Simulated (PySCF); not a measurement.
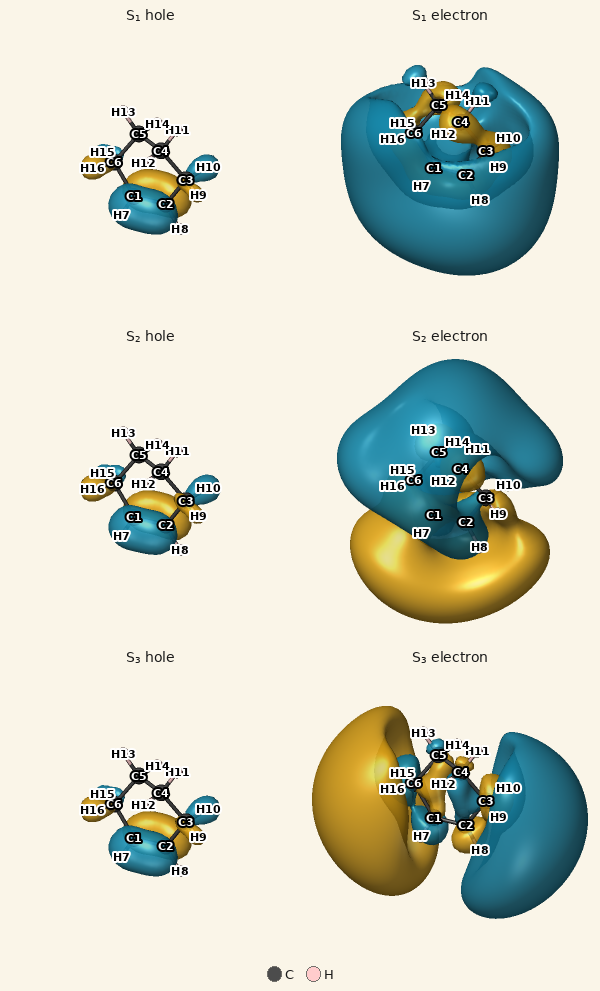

*C$_{6}$H$_{10}$, SMILES `C1=CCCCC1`. Leading natural transition orbitals (TDA singlet states).*

Method: CAM-B3LYP/6-31+G*; geometry: GFN2-xTB; program: PySCF. No frequency check shows the geometry to be a minimum.

Give the energy and character of each state.

By state:
- S₁: 6.36 eV (195 nm), f = 0.016, diffuse (Rydberg-like) orbital; the leading pair carries 100 %; hole on C1 and C2 (35 % each) and C3 and C6 (6 % each), electron on C1 and C2 (18 % each), H7 and H8 (11 % each) and C3 and C6 (8 % each) (atom shares of so diffuse an orbital are rough); their centroids lie 0.5 Å apart.
- S₂: 7.06 eV (176 nm), f = 0.081, diffuse (Rydberg-like) orbital; the leading pair carries 99 %; hole on C1 and C2 (33 % each) and C3 and C6 (6 % each), electron on C1 and C2 (14 % each), C4 and C5 (10 % each) and H7 and H8 (7 % each) (atom shares of so diffuse an orbital are rough); their centroids lie 0.8 Å apart; S₃ lies within 0.1 eV of it.
- S₃: 7.14 eV (174 nm), f = 0.001 (very weak), diffuse (Rydberg-like) orbital; the leading pair carries 99 %; hole on C1 and C2 (34 % each) and C3 and C6 (6 % each), electron on C3 and C6 (15 % each), C1 and C2 (11 % each) and H7, H8, H9, H10, H15 and H16 (6 % each) (atom shares of so diffuse an orbital are rough); their centroids lie 0.0 Å apart; S₂ and S₄ lie within 0.1 eV of it.
